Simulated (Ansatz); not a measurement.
# Geometry relaxation of C2H5AlOS (part 1 of 2)

C2H5AlOS, SMILES OC(S)=[CH][AlH2], computed with RKS PBE0-D4/def2-TZVP (Ansatz 0.2.0).

The geometry: PBE-D4/def2-SVP start. Figures and captions count atoms from 1; the log counts them from 0 in places.

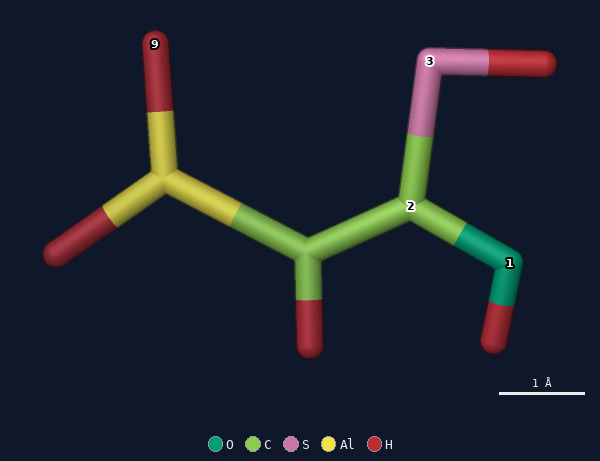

Fig. 1: The structure as given in the input (stick view, seen on its broad side; atoms are numbered from 1 in the order of the input). Sticks mark near contacts.

## Summary

| quantity | value |
| --- | --- |
| outcome | converged |
| total energy | −21624.5514 eV |
| mean-field energy | −21624.3481 eV |
| dispersion energy | −0.2033 eV |
| SCF solution under orbital rotations | stable |
| largest force (length of the vector) at the end | under 0.001 eV/Å |
| dipole moment | 2.32 D |
| hardware | 4 threads of Arm Neoverse V1, 23 GiB of memory available, shared host |
| wall time | 62 s (CPU time 3.9 min) |
| peak memory | 0.53 GiB |

## The input
```yaml
crystal:
  periodic: [false, false, false]
  atoms:
    - {symbol: O, position_ang: [-1.803907, -0.215151, -1.194555]}
    - {symbol: C, position_ang: [-0.686673, -0.336707, -0.433568]}
    - {symbol: S, position_ang: [-0.220845, -2.040209, -0.240433]}
    - {symbol: C, position_ang: [-0.006072, 0.695282, 0.154664]}
    - {symbol: Al, position_ang: [1.643834, 0.634935, 1.148290]}
    - {symbol: H, position_ang: [-1.981649, 0.743026, -1.294199]}
    - {symbol: H, position_ang: [-1.008933, -2.479372, -1.262073]}
    - {symbol: H, position_ang: [-0.490470, 1.683560, 0.011761]}
    - {symbol: H, position_ang: [2.436789, -0.741770, 1.349603]}
    - {symbol: H, position_ang: [2.201026, 2.005204, 1.763510]}
basis:
  gaussian: {orbitals: def2-TZVP}
hamiltonian: {xc: pbe0, dispersion: d4}
relax: {f_tol: 0.005, max_steps: 150}
```

Launch command:
```bash
ansatz run in.yaml --threads 4 --pin off --events-out ev --progress --plain --max-ram 10444MiB
```

## What the program printed
```
Functional definition: PBE0
  name "PBE0"
  cite "Adamo & Barone, J. Chem. Phys. 110, 6158 (1999) doi:10.1063/1.478522"
  cite "Perdew, Burke & Ernzerhof, Phys. Rev. Lett. 77, 3865 (1996) doi:10.1103/PhysRevLett.77.3865"
  parent pbe
  parameter a = 0.25
  parameter kappa = 0.804
  parameter beta = 0.06672455060314922
  exchange = (1 - a)*pbe_x(kappa = kappa, mu = beta*pi^2/3) + a*exact_x
  correlation = pbe_c(beta = beta)
1281 factors; their error is unknown
mean field evaluation 1: about -21616.0118 eV, gradient 6.1e1 eV
mean field evaluation 2: about -21604.3478 eV, gradient 8.6e1 eV
mean field evaluation 4: about -21624.0664 eV, gradient 9.2e0 eV
mean field evaluation 8: about -21624.2636 eV, gradient 2.0e-1 eV
mean field evaluation 16: about -21624.3054 eV, gradient 2.0e-4 eV
mean field -21624.30540012 eV, -794.6785659737 hartree, gradient 2.5e-5 eV, S^2 0.000000; 0 other end points of the search recorded, 0 dependent functions left out
the calculation of the forces begins
reference -21624.30543482 eV, -794.6785672491 hartree; 27, 27 occupied and 170, 170 virtual orbitals, 1281 factors
relax step   1: F+E_penalty+E_count = -21624.50680874 eV  Δ(F+E_penalty+E_count) = +0.000e0 eV  max|allowed force component| = 6.811e-1 eV/Å  Δτ_max = 0.0000 Å  (29 SCF iters, accepted)
these checks for a lower state are left out or cut short: starts, cluster_reference, orbital_swaps, neighbouring_geometries, increment
1281 factors; their error is unknown
mean field -21624.34233580 eV, -794.6799233349 hartree, gradient 2.6e-5 eV, S^2 0.000000; 0 other end points of the search recorded, 0 dependent functions left out
[... from here on the field's lines of each further geometry are left out, up to the last ...]
relax step   2: F+E_penalty+E_count = -21624.54505618 eV  Δ(F+E_penalty+E_count) = -3.825e-2 eV  max|allowed force component| = 2.187e-1 eV/Å  Δτ_max = 0.0312 Å  (33 SCF iters, accepted)
relax step   3: F+E_penalty+E_count = -21624.54926761 eV  Δ(F+E_penalty+E_count) = -4.211e-3 eV  max|allowed force component| = 1.209e-1 eV/Å  Δτ_max = 0.0211 Å  (33 SCF iters, accepted)
relax step   4: F+E_penalty+E_count = -21624.54985266 eV  Δ(F+E_penalty+E_count) = -5.850e-4 eV  max|allowed force component| = 4.200e-2 eV/Å  Δτ_max = 0.0221 Å  (32 SCF iters, accepted)
relax step   5: F+E_penalty+E_count = -21624.55015800 eV  Δ(F+E_penalty+E_count) = -3.053e-4 eV  max|allowed force component| = 1.705e-2 eV/Å  Δτ_max = 0.0057 Å  (33 SCF iters, accepted)
relax step   6: F+E_penalty+E_count = -21624.55038688 eV  Δ(F+E_penalty+E_count) = -2.289e-4 eV  max|allowed force component| = 2.485e-2 eV/Å  Δτ_max = 0.0144 Å  (33 SCF iters, accepted)
relax step   7: F+E_penalty+E_count = -21624.55054125 eV  Δ(F+E_penalty+E_count) = -1.544e-4 eV  max|allowed force component| = 5.189e-2 eV/Å  Δτ_max = 0.0324 Å  (31 SCF iters, accepted)
relax step   8: F+E_penalty+E_count = -21624.55090285 eV  Δ(F+E_penalty+E_count) = -3.616e-4 eV  max|allowed force component| = 2.692e-2 eV/Å  Δτ_max = 0.0225 Å  (32 SCF iters, accepted)
relax step   9: F+E_penalty+E_count = -21624.55101149 eV  Δ(F+E_penalty+E_count) = -1.086e-4 eV  max|allowed force component| = 3.081e-2 eV/Å  Δτ_max = 0.0129 Å  (31 SCF iters, accepted)
relax step  10: F+E_penalty+E_count = -21624.55111350 eV  Δ(F+E_penalty+E_count) = -1.020e-4 eV  max|allowed force component| = 3.465e-2 eV/Å  Δτ_max = 0.0198 Å  (32 SCF iters, accepted)
relax step  11: F+E_penalty+E_count = -21624.55115087 eV  Δ(F+E_penalty+E_count) = -3.737e-5 eV  max|allowed force component| = 4.297e-2 eV/Å  Δτ_max = 0.0178 Å  (32 SCF iters, accepted)
relax step  12: F+E_penalty+E_count = -21624.55122011 eV  Δ(F+E_penalty+E_count) = -6.924e-5 eV  max|allowed force component| = 3.155e-2 eV/Å  Δτ_max = 0.0052 Å  (34 SCF iters, accepted)
relax step  13: F+E_penalty+E_count = -21624.55128527 eV  Δ(F+E_penalty+E_count) = -6.516e-5 eV  max|allowed force component| = 7.596e-3 eV/Å  Δτ_max = 0.0107 Å  (33 SCF iters, accepted)
relax step  14: F+E_penalty+E_count = -21624.55129879 eV  Δ(F+E_penalty+E_count) = -1.352e-5 eV  max|allowed force component| = 9.411e-3 eV/Å  Δτ_max = 0.0076 Å  (33 SCF iters, accepted)
relax step  15: F+E_penalty+E_count = -21624.55131521 eV  Δ(F+E_penalty+E_count) = -1.642e-5 eV  max|allowed force component| = 1.008e-2 eV/Å  Δτ_max = 0.0129 Å  (32 SCF iters, accepted)
relax step  16: F+E_penalty+E_count = -21624.55132118 eV  Δ(F+E_penalty+E_count) = -5.974e-6 eV  max|allowed force component| = 1.051e-2 eV/Å  Δτ_max = 0.0089 Å  (33 SCF iters, accepted)
relax step  17: F+E_penalty+E_count = -21624.55132672 eV  Δ(F+E_penalty+E_count) = -5.543e-6 eV  max|allowed force component| = 5.122e-3 eV/Å  Δτ_max = 0.0005 Å  (34 SCF iters, accepted)
the calculation of the forces begins
reference -21624.34806009 eV, -794.6801336987 hartree; 27, 27 occupied and 170, 170 virtual orbitals, 1281 factors
relax step  18: F+E_penalty+E_count = -21624.55133000 eV  Δ(F+E_penalty+E_count) = -3.281e-6 eV  max|allowed force component| = 4.284e-4 eV/Å  Δτ_max = 0.0023 Å  (33 SCF iters, accepted)
1281 factors; their error is unknown
mean field evaluation 160: about -21624.3480 eV, gradient 1.7e-4 eV
```

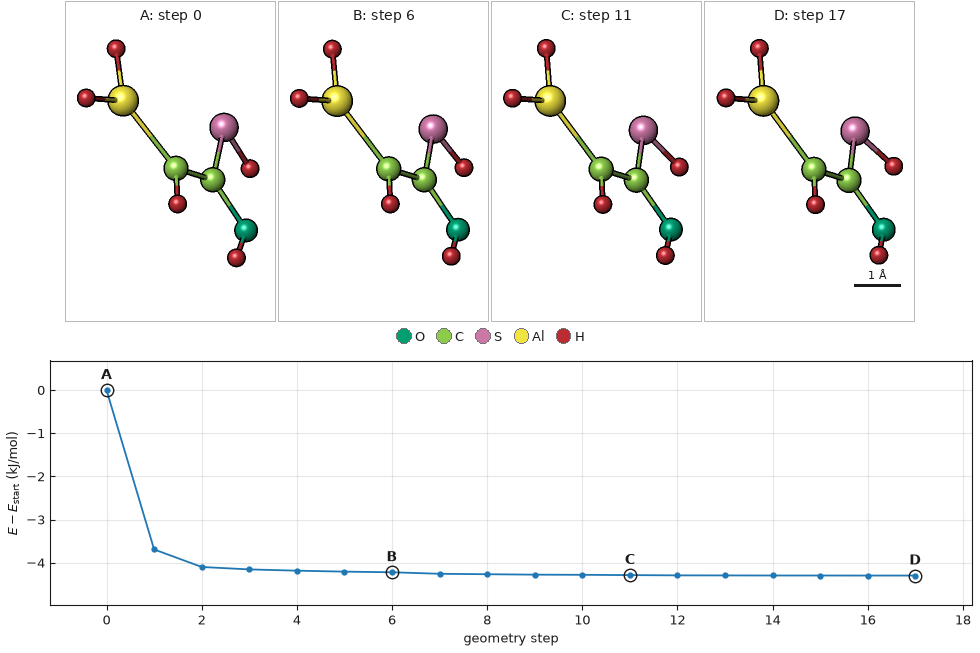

Fig. 2: Frames of the relaxation (ball-and-stick view, seen at a tilt) above the curves, on which the letters mark them (the first geometry is step 0 here and step 1 in the log).

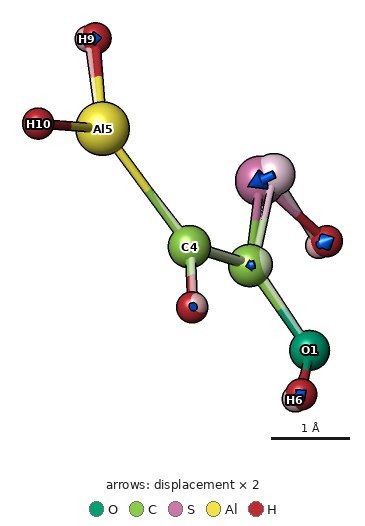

Fig. 3: Start (faint) and end (solid) with the displacements as blue arrows, magnified 2 times (ball-and-stick view, seen at a tilt). The two geometries are laid on each other by the best rigid fit. After 17 geometry steps the energy has fallen by 4.30 kJ/mol. Largest force component: 0.68 eV/Å at the start, 0.00043 eV/Å at the end. S3 moves most after the best rigid fit: 0.21 Å. Largest moves by element: S 0.21 Å, H 0.15 Å, C 0.06 Å, O 0.03 Å, Al 0.03 Å. Among the contacts that change: C2–C4 1.369 → 1.347 Å, S3–H7 1.363 → 1.342 Å, C2–S3 1.777 → 1.757 Å, C4–H8 1.110 → 1.093 Å. (Atoms are counted from 1 in the order of the input.)

```
mean field -21624.34802585 eV, -794.6801324403 hartree, gradient 2.5e-5 eV, S^2 0.000000; 1 other end points of the search recorded, 0 dependent functions left out
the calculation of the forces begins
reference -21624.34806009 eV, -794.6801336987 hartree; 27, 27 occupied and 170, 170 virtual orbitals, 1281 factors
Total energy: -21624.55136425 eV, -794.6876049887 hartree
Atom 0 at    -1.769391    -0.216788    -1.194071 Å, force     0.000160    -0.000077     0.000081 eV/Å
Atom 1 at    -0.635542    -0.321483    -0.470549 Å, force    -0.000246     0.000222    -0.000279 eV/Å
Atom 2 at    -0.089004    -1.989093    -0.390075 Å, force     0.000428    -0.000024     0.000025 eV/Å
Atom 3 at     0.007959     0.702832     0.121354 Å, force     0.000202     0.000043     0.000217 eV/Å
Atom 4 at     1.616562     0.629598     1.155709 Å, force    -0.000178    -0.000065    -0.000076 eV/Å
Atom 5 at    -2.027802     0.712639    -1.210228 Å, force    -0.000343     0.000106    -0.000027 eV/Å
Atom 6 at    -1.091614    -2.469828    -1.140798 Å, force    -0.000118    -0.000168    -0.000022 eV/Å
Atom 7 at    -0.470298     1.674028    -0.026171 Å, force     0.000065     0.000120     0.000009 eV/Å
Atom 8 at     2.352900    -0.754556     1.399584 Å, force    -0.000006    -0.000057     0.000215 eV/Å
Atom 9 at     2.189329     1.981450     1.758245 Å, force     0.000036    -0.000100    -0.000142 eV/Å
Dipole moment:    -0.393229     0.157049    -0.233499 e Å
```

## Trajectory as extended XYZ (Å, eV, eV/Å), 18 frames, from step=1 to step=18
```
10
Properties=species:S:1:pos:R:3:forces:R:3 step=1 energy=-21624.50681
O    -1.8039   -0.2152   -1.1946    0.2935   0.6703   0.2185
C    -0.6867   -0.3367   -0.4336    0.4252   0.3839   0.3521
S    -0.2208   -2.0402   -0.2404   -0.4518   0.3680  -0.4725
C    -0.0061    0.6953    0.1547   -0.6811  -0.3843  -0.4738
Al    1.6438    0.6349    1.1483   -0.0265  -0.0429  -0.0178
H    -1.9816    0.7430   -1.2942    0.0938  -0.6779   0.0588
H    -1.0089   -2.4794   -1.2621    0.3026   0.1485   0.3934
H    -0.4905    1.6836    0.0118    0.2262  -0.4718   0.0492
H     2.4368   -0.7418    1.3496   -0.1078   0.1718  -0.0245
H     2.2010    2.0052    1.7635   -0.0740  -0.1656  -0.0835
10
Properties=species:S:1:pos:R:3:forces:R:3 step=2 energy=-21624.54506
O    -1.7924   -0.2093   -1.1835    0.1103   0.2187   0.0666
C    -0.6782   -0.3279   -0.4285    0.1391  -0.0434   0.1072
S    -0.2070   -2.0195   -0.2431   -0.1966   0.1677  -0.1959
C    -0.0110    0.6938    0.1525   -0.1891  -0.0605  -0.1603
Al    1.6309    0.6240    1.1424   -0.0416   0.0091  -0.0252
H    -1.9784    0.7373   -1.2775   -0.0002  -0.2077   0.0021
H    -0.9924   -2.4636   -1.2476    0.1157   0.0587   0.1591
H    -0.4842    1.6728   -0.0020    0.0808  -0.1413   0.0508
H     2.4116   -0.7437    1.3436   -0.0207   0.0192   0.0010
H     2.1843    1.9849    1.7468    0.0022  -0.0204  -0.0054
10
Properties=species:S:1:pos:R:3:forces:R:3 step=3 energy=-21624.54927
O    -1.7833   -0.2095   -1.1859    0.0079   0.0058   0.0143
C    -0.6694   -0.3255   -0.4345    0.0054  -0.1209   0.0034
S    -0.1999   -2.0092   -0.2513    0.0037   0.0445  -0.0201
C    -0.0082    0.6940    0.1435   -0.0111   0.0458   0.0508
Al    1.6272    0.6254    1.1372   -0.0073   0.0014  -0.0026
H    -1.9785    0.7307   -1.2775   -0.0280   0.0180  -0.0157
H    -0.9975   -2.4582   -1.2326   -0.0038  -0.0041  -0.0043
H    -0.4928    1.6651    0.0157    0.0261   0.0146  -0.0291
H     2.3968   -0.7446    1.3460    0.0044  -0.0107   0.0025
H     2.1888    1.9806    1.7423    0.0027   0.0055   0.0007
10
Properties=species:S:1:pos:R:3:forces:R:3 step=4 energy=-21624.54985
O    -1.7853   -0.2113   -1.1812   -0.0024  -0.0089  -0.0016
C    -0.6719   -0.3269   -0.4290    0.0139  -0.0417  -0.0361
S    -0.1924   -2.0068   -0.2602    0.0239  -0.0132   0.0280
C    -0.0113    0.6937    0.1483    0.0168   0.0420   0.0062
Al    1.6247    0.6250    1.1402    0.0002  -0.0004   0.0058
H    -1.9858    0.7278   -1.2702   -0.0209   0.0238  -0.0051
H    -0.9963   -2.4556   -1.2353   -0.0240  -0.0045  -0.0136
H    -0.4807    1.6688   -0.0024   -0.0101   0.0061   0.0142
H     2.3924   -0.7464    1.3503    0.0002  -0.0063   0.0044
H     2.1897    1.9804    1.7425    0.0023   0.0031  -0.0021
```
